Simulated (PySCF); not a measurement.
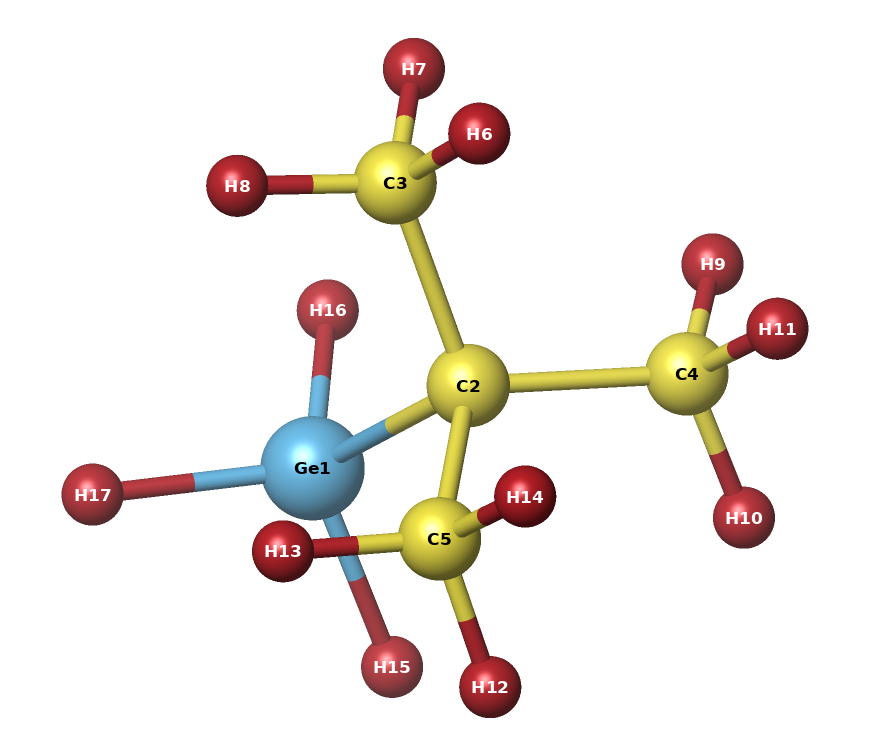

The geometry was computed by an optimisation with PBE0-D3(BJ)/def2-SVP. No frequency run is at hand to confirm it as a minimum. Method: delta-SCF UKS SCAN, pcX-2 on the ionised atom (unc-x2c-TZVPall on a metal), pcseg-1 elsewhere, spin-free X2C (PySCF 2.14.0).

Give the core-electron binding energies (to vacuum) of C2 1s, C3 1s.

```
atom  level  binding energy (eV)
  C2     1s                290.3
  C3     1s                290.5
```
